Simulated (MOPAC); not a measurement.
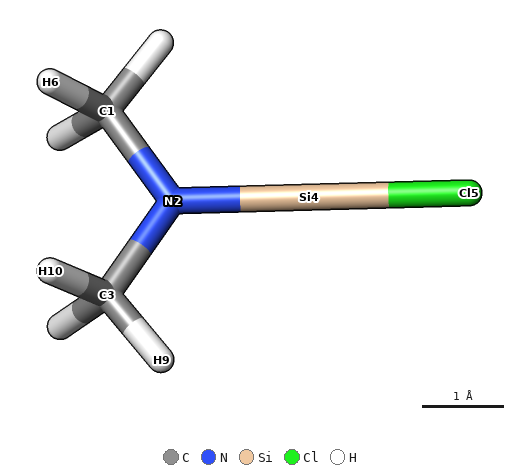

Figure 1. The structure as given in the input (stick view, seen at a tilt; atoms are numbered from 1 in the order of the input). Bond lengths as drawn: Cl–Si 2.00 Å, C–H 1.12 Å, C–N 1.49 Å and N–Si 1.71 Å.

**Frequency calculation, with input and output: C2H6ClNSi (part 1 of 3)**

System: C2H6ClNSi, SMILES CN(C)[Si]Cl.
Method: PM6-D3H4, closed shell, dispersion D3H4 (MOPAC 23.2.5).

The geometry was optimised with PM6-D3H4.

Log
```
MOPAC v23.2.5
PM6-D3H4 CALCULATION RESULTS

 *  PM6-D3H4   - CORRECT DISPERSION AND HYDROGEN BOND TERMS USING THE D3H4 METHOD
 *  FORCE      - FORCE CALCULATION SPECIFIED
 *  THREADS=1  - MULTI-THREADING NOT USED
 *  AUX        - OUTPUT AUXILIARY INFORMATION
 *  THERMO     - THERMODYNAMIC QUANTITIES TO BE CALCULATED
THERMO(200,600,200) FORCE PM6-D3H4 AUX(PRECISION=9) THREADS=1

   ATOM   CHEMICAL          X               Y               Z
  NUMBER   SYMBOL      (ANGSTROMS)     (ANGSTROMS)     (ANGSTROMS)

     1       C         -0.22061600  *   1.29564300  *  -0.68034600  *
     2       N          0.01244100  *  -0.04631200  *  -0.08033600  *
     3       C          0.00405500  *  -0.02654500  *   1.40785600  *
     4      Si          0.26348500  *  -1.46308100  *  -1.00438600  *
     5      Cl          0.55545600  *  -3.11825200  *  -2.08356900  *
     6       H          0.58258100  *   2.00629200  *  -0.35830600  *
     7       H         -0.20379700  *   1.21323300  *  -1.79944200  *
     8       H         -1.21846500  *   1.69179700  *  -0.36223400  *
     9       H          0.18601100  *  -1.06335500  *   1.79688900  *
    10       H          0.81169200  *   0.64910700  *   1.78870300  *
    11       H         -0.98869900  *   0.33094000  *   1.78269600  *

          CARTESIAN COORDINATES

    NO.       ATOM           X           Y           Z

     1         C         -0.2206      1.2956     -0.6803
     2         N          0.0124     -0.0463     -0.0803
     3         C          0.0041     -0.0265      1.4079
     4        Si          0.2635     -1.4631     -1.0044
     5        Cl          0.5555     -3.1183     -2.0836
     6         H          0.5826      2.0063     -0.3583
     7         H         -0.2038      1.2132     -1.7994
     8         H         -1.2185      1.6918     -0.3622
     9         H          0.1860     -1.0634      1.7969
    10         H          0.8117      0.6491      1.7887
    11         H         -0.9887      0.3309      1.7827

           Empirical Formula: C2 H6 N Si Cl  =    11 atoms

      MOLECULAR POINT GROUP   :   C2v

      RHF CALCULATION, NO. OF DOUBLY OCCUPIED LEVELS = 15

          HEAT OF FORMATION =      -7.011678 KCALS/MOLE

          CARTESIAN COORDINATE DERIVATIVES

   NUMBER  ATOM         X            Y            Z

     1       C      0.001416    -0.000415     0.001781
     2       N     -0.001190     0.002849     0.001252
     3       C      0.002307    -0.000684    -0.003274
     4      Si     -0.000336    -0.001332    -0.007152
     5      Cl      0.000949    -0.000193     0.004604
     6       H      0.000492    -0.001012    -0.001952
     7       H      0.000006     0.000028     0.000933
     8       H      0.000993     0.001411    -0.001451
     9       H     -0.006403    -0.000732    -0.000846
    10       H     -0.000424     0.001585     0.003605
    11       H      0.002191    -0.001504     0.002499

 DIPOLE           X         Y         Z       TOTAL
 POINT-CHG.    -1.754     2.648    -0.001     3.177
 HYBRID        -0.108     0.164     0.001     0.197
 SUM           -1.863     2.812    -0.001     3.373

          GRADIENT NORM =   0.01380

          TIME FOR SCF CALCULATION =    0.01

          TIME FOR DERIVATIVES     =    0.00

          MOLECULAR WEIGHT =  107.61

          ROTATIONAL CONSTANTS IN CM(-1)

          A =    0.30038028   B =    0.04450852   C =    0.03937471

           PRINCIPAL MOMENTS OF INERTIA IN UNITS OF 10**(-40)*GRAM-CM**2

          A =       93.1910   B =      628.9302   C =      710.9322

          ORIENTATION OF MOLECULE IN FORCE CALCULATION

    NO.       ATOM         X         Y         Z

     1          C      -2.2761    1.1893   -0.0006
     2          N      -0.7877    1.1893   -0.0006
     3          C      -0.2069    2.5596   -0.0006
     4         Si       0.1565   -0.2364   -0.0004
     5         Cl       1.2595   -1.9016    0.0011
     6          H      -2.6612    1.7076   -0.9154
     7          H      -2.6503    0.1313    0.0007
     8          H      -2.6613    1.7098    0.9129
     9          H       0.9133    2.4913   -0.0022
    10          H      -0.5361    3.1176   -0.9139
    11          H      -0.5336    3.1164    0.9144

    FIRST DERIVATIVES WILL BE USED IN THE CALCULATION OF SECOND DERIVATIVES

          ESTIMATED TIME TO COMPLETE CALCULATION =        1.03 SECONDS

    FOR POINT-GROUP C2v  THERE ARE   4 UNIQUE SYMMETRY FUNCTIONS.

 STEP:   1 TIME =     0.01 SECS, INTEGRAL =      0.01 TIME LEFT: 172799.97
 STEP:   2 TIME =     0.02 SECS, INTEGRAL =      0.03 TIME LEFT: 172799.96
 STEP:   3 TIME =     0.01 SECS, INTEGRAL =      0.04 TIME LEFT: 172799.95
 STEP:   4 TIME =     0.02 SECS, INTEGRAL =      0.05 TIME LEFT: 172799.93
 STEP:   5 TIME =     0.01 SECS, INTEGRAL =      0.07 TIME LEFT: 172799.92
 STEP:   6 TIME =     0.02 SECS, INTEGRAL =      0.08 TIME LEFT: 172799.90
 STEP:   7                       INTEGRAL =      0.08 TIME LEFT: 172799.90
 STEP:   8                       INTEGRAL =      0.08 TIME LEFT: 172799.90
 STEP:   9                       INTEGRAL =      0.08 TIME LEFT: 172799.90
 STEP:  10 TIME =     0.02 SECS, INTEGRAL =      0.10 TIME LEFT: 172799.89
 STEP:  11 TIME =     0.01 SECS, INTEGRAL =      0.11 TIME LEFT: 172799.88
 STEP:  12 TIME =     0.02 SECS, INTEGRAL =      0.12 TIME LEFT: 172799.86
 STEP:  13 TIME =     0.01 SECS, INTEGRAL =      0.14 TIME LEFT: 172799.85
 STEP:  14 TIME =     0.01 SECS, INTEGRAL =      0.15 TIME LEFT: 172799.84
 STEP:  15 TIME =     0.01 SECS, INTEGRAL =      0.16 TIME LEFT: 172799.82
 STEP:  16 TIME =     0.01 SECS, INTEGRAL =      0.17 TIME LEFT: 172799.81
 STEP:  17 TIME =     0.01 SECS, INTEGRAL =      0.18 TIME LEFT: 172799.80
 STEP:  18 TIME =     0.01 SECS, INTEGRAL =      0.20 TIME LEFT: 172799.79
 STEP:  19 TIME =     0.01 SECS, INTEGRAL =      0.21 TIME LEFT: 172799.78
 STEP:  20 TIME =     0.01 SECS, INTEGRAL =      0.22 TIME LEFT: 172799.77
 STEP:  21 TIME =     0.01 SECS, INTEGRAL =      0.23 TIME LEFT: 172799.75
 STEP:  22                       INTEGRAL =      0.23 TIME LEFT: 172799.75
 STEP:  23                       INTEGRAL =      0.23 TIME LEFT: 172799.75
 STEP:  24                       INTEGRAL =      0.23 TIME LEFT: 172799.75
 STEP:  25                       INTEGRAL =      0.23 TIME LEFT: 172799.75
 STEP:  26                       INTEGRAL =      0.23 TIME LEFT: 172799.75
 STEP:  27                       INTEGRAL =      0.23 TIME LEFT: 172799.75
 STEP:  28                       INTEGRAL =      0.23 TIME LEFT: 172799.75
 STEP:  29                       INTEGRAL =      0.23 TIME LEFT: 172799.75
 STEP:  30                       INTEGRAL =      0.23 TIME LEFT: 172799.75
 STEP:  31                       INTEGRAL =      0.23 TIME LEFT: 172799.75
 STEP:  32                       INTEGRAL =      0.23 TIME LEFT: 172799.75
 STEP:  33                       INTEGRAL =      0.23 TIME LEFT: 172799.75

(To convert to Hartree/Bohr^2, multiply by (10^(-21) x N x a0^2)/(4.184 x 627.51) =  0.0642)

           FORCE MATRIX IN MILLIDYNES/ANGSTROM

                  C  1       N  2       C  3      Si  4      Cl  5       H  6
 ------------------------------------------------------------------------------
     C    1  11.176992
     N    2   4.151118  12.056844
     C    3   0.738611   4.151777  11.176992
    Si    4   0.445380   4.225194   0.445369   7.480336
    Cl    5   0.020159   0.030809   0.020159   2.530184   2.496462
     H    6   3.247415   0.759657   0.027066   0.029316   0.004614   4.209485
     H    7   3.270605   0.683409   0.072172   0.124368   0.005136   0.560271
     H    8   3.247416   0.759390   0.027104   0.029043   0.004508   0.565066
     H    9   0.072431   0.683075   3.270706   0.124591   0.005166   0.003896
     H   10   0.027104   0.759422   3.247416   0.028992   0.004497   0.018121
     H   11   0.027024   0.759300   3.247307   0.029063   0.004501   0.006759

                  H  7       H  8       H  9       H 10       H 11
 ------------------------------------------------------------------
     H    7   4.189676
     H    8   0.560503   4.209485
     H    9   0.015266   0.003896   4.189676
     H   10   0.003800   0.006759   0.560503   4.209485
     H   11   0.003797   0.018121   0.560271   0.565066   4.209485

          HEAT OF FORMATION =      -7.011678 KCALS/MOLE

          ZERO POINT ENERGY      48.101 KCAL/MOL

           NORMAL COORDINATE ANALYSIS (Total motion = 1 Angstrom)

   Root No.       1         2         3         4         5         6         7         8

                 1 B2      1 B1      1 A2      2 B2      2 B1      1 A1      3 B1      2 A1

                  66.2      80.1     137.8     147.8     166.4     305.4     331.3     470.3

           1    0.0274    0.0000    0.0000   -0.0706   -0.0000    0.0118    0.0000    0.0477
           2   -0.0750   -0.0000   -0.0000    0.0485    0.0000   -0.0871   -0.0000    0.0376
           3    0.0001   -0.0596   -0.0129    0.0000    0.0082    0.0000   -0.0330    0.0000
           4    0.0291   -0.0000   -0.0000   -0.0775   -0.0000    0.0066   -0.0000    0.0423
           5    0.0193    0.0000   -0.0000   -0.0513    0.0000   -0.0100    0.0000   -0.0639
           6   -0.0000    0.0201    0.0000    0.0000    0.0135    0.0000    0.1467    0.0000
           7   -0.0584    0.0000   -0.0000    0.0171   -0.0000    0.0756    0.0000   -0.0532
           8    0.0545   -0.0000    0.0000   -0.0839    0.0000   -0.0448   -0.0000   -0.0292
           9   -0.0001   -0.0596    0.0129   -0.0000    0.0082    0.0000   -0.0330   -0.0000
          10    0.0678   -0.0000    0.0000    0.0791    0.0000   -0.0074    0.0000    0.0291
          11    0.0449    0.0000    0.0000    0.0524   -0.0000    0.0112   -0.0000   -0.0439
          12   -0.0000    0.1476    0.0000   -0.0000   -0.0174   -0.0000   -0.0300    0.0000
          13   -0.0502    0.0000   -0.0000   -0.0114   -0.0000   -0.0358   -0.0000   -0.0341
          14   -0.0332   -0.0000   -0.0000   -0.0076    0.0000    0.0541   -0.0000    0.0515
          15    0.0000   -0.0710   -0.0000   -0.0000    0.0015   -0.0000    0.0020   -0.0000
          16   -0.0049    0.0494    0.0109   -0.0390    0.0063   -0.0199    0.1097    0.0964
          17   -0.0988   -0.0775   -0.1391    0.0729   -0.1356   -0.1128    0.0311    0.0776
          18    0.0002   -0.1244   -0.0969    0.0003   -0.0717   -0.0004   -0.0626   -0.0005
          19    0.0912   -0.0000   -0.0000   -0.1292   -0.0000    0.0773    0.0000   -0.0553
          20   -0.0983    0.0000    0.0000    0.0729    0.0001   -0.1142   -0.0000    0.0787
          21    0.0001    0.0116    0.1473   -0.0000    0.1686    0.0000   -0.1176   -0.0000
          22   -0.0048   -0.0494   -0.0108   -0.0389   -0.0063   -0.0199   -0.1097    0.0964
          23   -0.0988    0.0774    0.1391    0.0729    0.1356   -0.1128   -0.0311    0.0776
          24   -0.0000   -0.1245   -0.0970   -0.0003   -0.0718    0.0005   -0.0626    0.0005
          25   -0.0549   -0.0000    0.0000    0.0167   -0.0000    0.0750    0.0000   -0.0509
          26    0.1224    0.0000   -0.0000   -0.1474    0.0001   -0.1157   -0.0000    0.0816
          27   -0.0001    0.0117   -0.1473    0.0000    0.1686    0.0001   -0.1176   -0.0000
          28   -0.0929    0.0521   -0.1238    0.0519    0.1224    0.1116   -0.0714   -0.1091
          29    0.0341   -0.0757    0.0643   -0.0643   -0.0587   -0.0257   -0.0889   -0.0585
          30   -0.0002   -0.1244    0.0969   -0.0003   -0.0717   -0.0004   -0.0626   -0.0005
          31   -0.0928   -0.0520    0.1238    0.0519   -0.1224    0.1116    0.0714   -0.1091
          32    0.0341    0.0757   -0.0642   -0.0643    0.0587   -0.0257    0.0889   -0.0585
          33    0.0000   -0.1245    0.0970    0.0003   -0.0718    0.0005   -0.0626    0.0005

   Root No.       9        10        11        12        13        14        15        16

                 3 A1      4 A1      3 B2      2 A2      4 B1      4 B2      5 A1      3 A2

                 809.5    1020.0    1034.4    1044.3    1094.5    1243.1    1311.6    1334.0

           1    0.0964    0.0547   -0.0173   -0.0000   -0.0000   -0.1403    0.0447   -0.0000
           2   -0.0063    0.0393    0.0357    0.0000    0.0000   -0.0184   -0.0417    0.0000
           3    0.0000   -0.0000   -0.0000    0.0390    0.0382   -0.0000    0.0000    0.0211
           4    0.0304   -0.0244    0.0084   -0.0000    0.0000    0.1769   -0.0603    0.0000
           5   -0.0459    0.0368    0.0056   -0.0000   -0.0000    0.1172    0.0910    0.0000
           6    0.0000   -0.0000   -0.0000   -0.0000   -0.0383    0.0000   -0.0000    0.0000
           7   -0.0318   -0.0575    0.0261    0.0000   -0.0000   -0.0717    0.0210    0.0000
           8   -0.0912   -0.0350   -0.0299   -0.0000    0.0000   -0.1220   -0.0574   -0.0000
           9   -0.0000    0.0000    0.0000   -0.0390    0.0382    0.0000    0.0000   -0.0211
          10   -0.0642    0.0070   -0.0003    0.0000   -0.0000    0.0026    0.0113   -0.0000
          11    0.0970   -0.0106   -0.0002    0.0000   -0.0000    0.0017   -0.0170   -0.0000
          12   -0.0000    0.0000    0.0000    0.0000    0.0002   -0.0000    0.0000   -0.0000
          13    0.0148   -0.0009   -0.0000    0.0000   -0.0000    0.0001   -0.0008   -0.0000
          14   -0.0223    0.0013   -0.0000    0.0000   -0.0000    0.0001    0.0012   -0.0000
          15    0.0000   -0.0000    0.0000    0.0000   -0.0000   -0.0000    0.0000   -0.0000
          16    0.1344   -0.0599   -0.1142    0.1894    0.1754    0.0146    0.0508   -0.0712
          17    0.0304   -0.0444   -0.0593    0.0003   -0.0048    0.0581    0.1012   -0.1086
          18   -0.0042    0.0015   -0.0012   -0.0590   -0.0596    0.0024    0.0504   -0.0302
          19   -0.0060    0.2494    0.1902    0.0000    0.0000   -0.1290   -0.1203    0.0000
          20    0.0281   -0.0501   -0.0540   -0.0000   -0.0000    0.0224    0.0356   -0.0001
          21   -0.0000    0.0000    0.0001   -0.0642   -0.0719   -0.0000   -0.0000   -0.2122
          22    0.1344   -0.0599   -0.1142   -0.1894   -0.1754    0.0146    0.0508    0.0712
          23    0.0304   -0.0444   -0.0593   -0.0003    0.0048    0.0581    0.1012    0.1086
          24    0.0043   -0.0015    0.0012   -0.0591   -0.0596   -0.0024   -0.0504   -0.0303
          25   -0.0235   -0.0512    0.0245   -0.0000    0.0000   -0.0297    0.0141   -0.0000
          26    0.0164   -0.2491    0.1962    0.0000   -0.0000   -0.1275    0.1246    0.0001
          27   -0.0000    0.0001   -0.0001    0.0642   -0.0720    0.0000   -0.0000    0.2122
          28   -0.0804    0.0642   -0.0992    0.0742   -0.0640    0.0592   -0.1130   -0.1278
          29   -0.1119    0.0379   -0.0820    0.1743   -0.1634   -0.0092   -0.0073   -0.0231
          30   -0.0043    0.0015    0.0012    0.0590   -0.0596   -0.0024    0.0504    0.0302
          31   -0.0804    0.0642   -0.0992   -0.0742    0.0640    0.0592   -0.1130    0.1278
          32   -0.1118    0.0379   -0.0820   -0.1743    0.1634   -0.0092   -0.0073    0.0232
          33    0.0042   -0.0015   -0.0012    0.0591   -0.0596    0.0024   -0.0504    0.0303

   Root No.      17        18        19        20        21        22        23        24

                 5 B2      5 B1      6 A1      6 B2      7 A1      7 B2      4 A2      8 A1

                1341.8    1342.7    1355.6    1404.4    1415.5    2636.6    2639.1    2639.3
```
